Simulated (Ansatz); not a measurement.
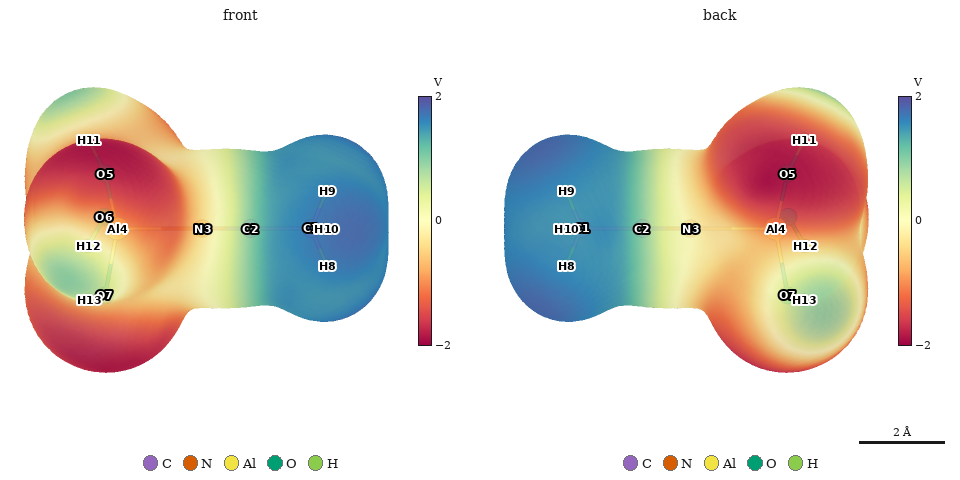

*C2H6AlNO3 (SMILES CC#[N+][Al-]([OH])([OH])[OH]). The electrostatic potential painted on the density surface at 0.001 e/bohr³, seen from the front and from behind; red is negative and blue positive.*

Geometry: PBE0-D4/def2-TZVP.

These are results of RKS PBE0-D4/def2-TZVPP in Ansatz 0.2.0, not measurements.

The calculation's input:

```
crystal:
  periodic: [false, false, false]
  atoms:
    - {symbol: C, position_ang: [1.255830, -0.856667, 2.505630]}
    - {symbol: C, position_ang: [0.637988, -0.436295, 1.272745]}
    - {symbol: N, position_ang: [0.148895, -0.103435, 0.296563]}
    - {symbol: Al, position_ang: [-0.714901, 0.485116, -1.429406]}
    - {symbol: O, position_ang: [0.403574, -0.170553, -2.555461]}
    - {symbol: O, position_ang: [-0.692248, 2.187232, -1.203189]}
    - {symbol: O, position_ang: [-2.232575, -0.304692, -1.282101]}
    - {symbol: H, position_ang: [0.648851, -1.633349, 2.973359]}
    - {symbol: H, position_ang: [2.251906, -1.251668, 2.300096]}
    - {symbol: H, position_ang: [1.337714, -0.005410, 3.183195]}
    - {symbol: H, position_ang: [0.939659, 0.420287, -3.080480]}
    - {symbol: H, position_ang: [-1.517039, 2.655040, -1.089166]}
    - {symbol: H, position_ang: [-2.447353, -1.020306, -1.876985]}
basis:
  gaussian: {orbitals: def2-TZVPP}
hamiltonian: {xc: pbe0, dispersion: d4}
output: {orbitals: {seedname: orbitals}}
```

Launched as:

```sh
ansatz run in.yaml --threads 4 --pin off --events-out ev --progress --plain --max-ram 11315MiB
```

Describe the electrostatic potential map.

Answer. The most negative region (about −1.9 V) lies over O5, O6 and O7, the most positive (about +1.8 V) over H8, H9 and H10.
